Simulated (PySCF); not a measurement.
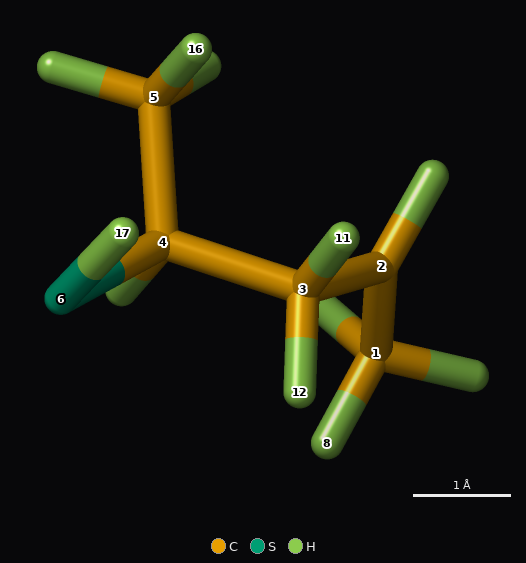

Figure 1. The structure as given in the input (stick view, seen at a tilt; atoms are numbered from 1 in the order of the input). Bond lengths as drawn: C–C 1.47 to 1.55 Å, C–H 1.08 to 1.10 Å, C–S 1.83 Å and H–S 1.33 Å.

C5H11S: EPR calculation

- system: C5H11S, multiplicity 2
- method: UKS B3LYP, pcH-1 on C H S, non-relativistic, mean-field spin-orbit, GIAO (PySCF 2.14.0)

It belongs to a series of runs on one base structure; here: H removed from sp3 C.

**The input**
```
{"job": {"kind": "epr", "basis": "pcH-1"}, "charge": 0, "multiplicity": 2}
C      2.308608     0.570392    -0.121868
C      1.302425    -0.133247     0.699999
C      0.215924    -0.917317     0.087465
C     -0.934134    -0.001042    -0.397725
C     -1.655958     0.680200     0.750595
S     -2.117665    -0.955553    -1.423613
H      3.315701     0.401702     0.267843
H      2.271334     0.234188    -1.155823
H      2.154361     1.656173    -0.110081
H      1.275541     0.069247     1.757564
H     -0.199956    -1.632948     0.801635
H      0.586327    -1.466565    -0.783303
H     -0.537267     0.743978    -1.091164
H     -0.970010     1.337520     1.280344
H     -2.489473     1.271279     0.378140
H     -2.041126    -0.058636     1.451742
H     -2.491629    -1.787341    -0.453273
```

The first line tells a small driver script what to run in PySCF; the rest is the geometry in Å.

Machine: 1 CPU thread, shared host.

Launched with:
```bash
OMP_NUM_THREADS=1 python <driver script> task.json out
```

**The program's output**
```
UKS, coarse grid
  cycle   1  E = -595.26252819  |g| = 3.25e-01
  cycle   2  E = -595.25538374  |g| = 3.48e-01
  cycle   3  E = -595.31841718  |g| = 3.87e-02
  cycle   4  E = -595.31891819  |g| = 2.72e-02
  cycle   5  E = -595.31929089  |g| = 5.51e-03
  cycle   6  E = -595.31930546  |g| = 2.87e-03
  cycle   7  E = -595.31931017  |g| = 8.70e-04
UKS, final grid
  cycle   1  E = -595.31932192  |g| = 1.06e-03
  cycle   2  E = -595.31932127  |g| = 1.57e-03
  cycle   3  E = -595.31932251  |g| = 1.17e-04
  cycle   4  E = -595.31932252  |g| = 5.35e-05
  cycle   5  E = -595.31932252  |g| = 1.93e-05
E = -595.31932252 Eh   <S^2> = 0.7540 (exact 0.7500)
g shifts (ppm)      1          2          3
  rmc          -146       -146       -146
  gc              6         31         26
  oz_so         262        728       1676
  total         122        613       1556
hyperfine (MHz)  atom isotope    a_iso     a_fc   dipolar eigenvalues
    0   13C     -33.30     -33.31     -2.54      0.41      2.13
    1   13C      96.66      96.77    -80.24    -79.43    159.67
    2   13C     -32.00     -32.01     -1.84     -0.58      2.43
    3   13C      99.11      99.10     -5.92     -5.49     11.42
    4   13C       0.04       0.04     -1.29      0.31      0.98
    5   33S      -0.41      -0.41     -2.41     -1.69      4.11
    6    1H      93.69      93.69     -5.16     -4.26      9.41
    7    1H       4.89       4.89     -4.62     -3.79      8.42
    8    1H     129.18     129.18     -5.24     -3.20      8.45
    9    1H     -60.96     -60.97    -38.10     -0.33     38.43
   10    1H      24.29      24.29     -5.08     -4.13      9.21
   11    1H      45.62      45.62     -4.93     -4.30      9.23
   12    1H      -4.26      -4.26     -5.15     -1.98      7.14
   13    1H       0.82       0.81     -4.57     -2.70      7.27
   14    1H      -0.82      -0.82     -1.60     -0.94      2.53
   15    1H       1.03       1.03     -1.78     -1.55      3.33
   16    1H      -0.37      -0.38     -1.46     -0.63      2.10
```

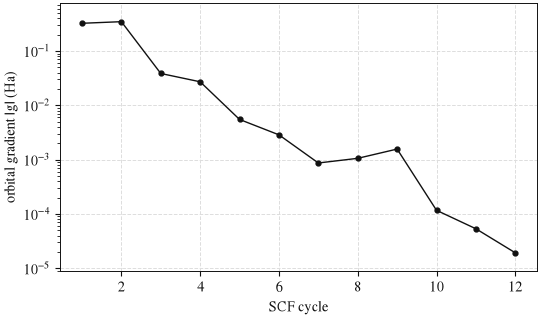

Figure 2. Convergence of the self-consistent field: orbital gradient |g| against the SCF cycle. All cycles printed in the log are drawn one after another.

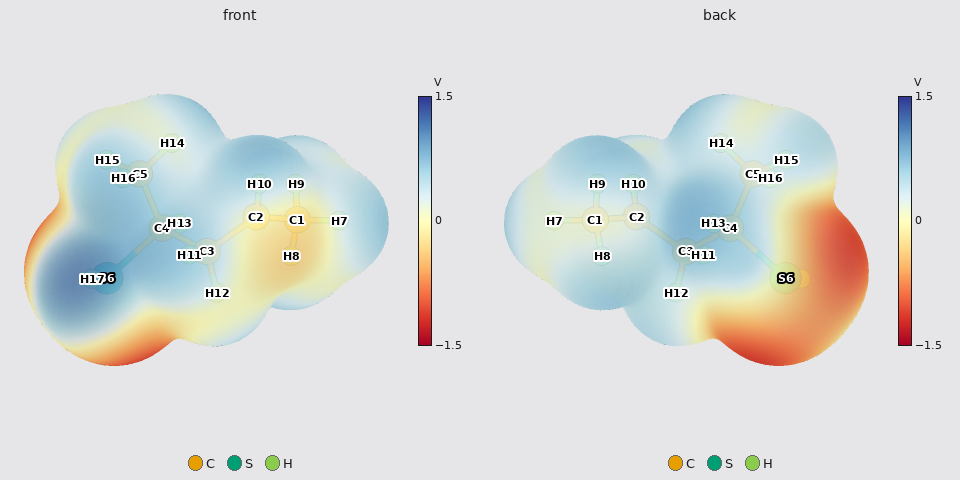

Figure 3. The molecular electrostatic potential painted on the density surface at 0.002 e/bohr³, seen at a tilt and from behind; red is negative and blue positive.

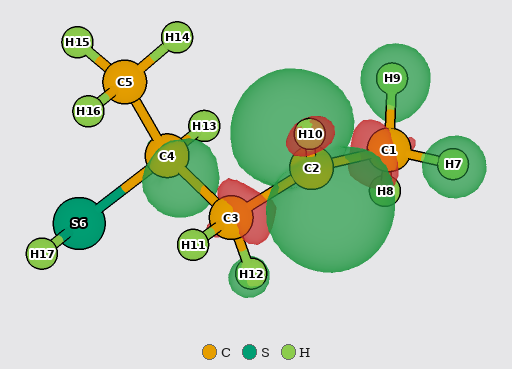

Figure 4. Isosurfaces of the spin density (α minus β) at +0.02 (green) and −0.02 e/Å³ (red), seen at a tilt. The unpaired spin (1 electron) lies mostly on C2 (about 0.7) and C1 (about 0.1), in electrons by Hirshfeld's partition.

**Summary**

| quantity | value |
| --- | --- |
| outcome | converged |
| total energy | −595.319323 hartree |
| ⟨S²⟩ | 0.754 |
| isotropic g | 2.0031 |
| wall time | 60 s |
| peak memory | 0.98 GiB |
